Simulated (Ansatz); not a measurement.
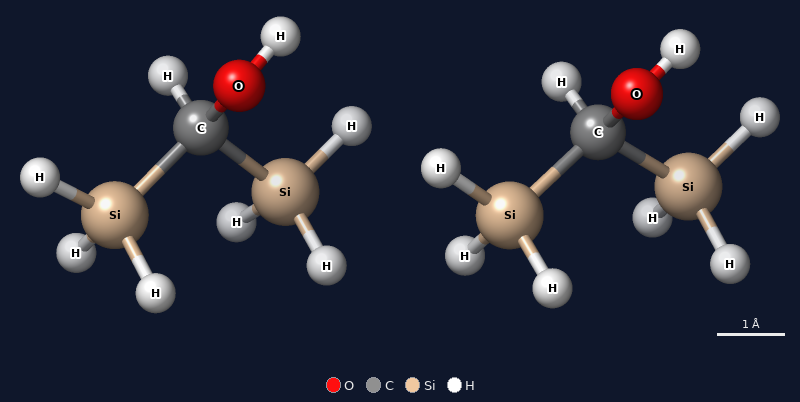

Two geometries of CH8OSi2 (coarse preliminary run), drawn at one scale. One is the start of a relaxation, the other its converged end. The picture is a ball-and-stick view, seen at a tilt.

The calculation used Ansatz 0.2.0, RKS PBE-D4/def2-SVP. Set-up: force threshold 0.03 eV/Å; at most 200 steps.

Q: Which geometry has the lower energy?

A: The right one is the relaxed one. The start comes from a force field. The largest move after the best rigid fit is that of an H atom, 0.30 Å. By element the largest moves are H 0.30 Å, Si 0.15 Å, O 0.14 Å, C 0.12 Å. Near-neighbour distances that change, for instance: H–Si 1.437 → 1.503 Å, H–O 1.029 → 0.976 Å, H–Si 1.548 → 1.503 Å, H–Si 1.467 → 1.510 Å. Bond angles that change, for instance: Si–C–Si 102.5° → 112.9°, O–C–Si 114.9° → 106.5°, C–Si–H 107.2° → 112.1°. Over 6 accepted moves (7 points after the start) the energy falls by 8.53 kcal/mol. The largest force component goes from 1.9 to 0.024 eV/Å. The line search rejected the trial step at point 6 of the run. The run took 7 s on 4 threads of Intel Xeon Platinum 8488C, with other jobs on the host.
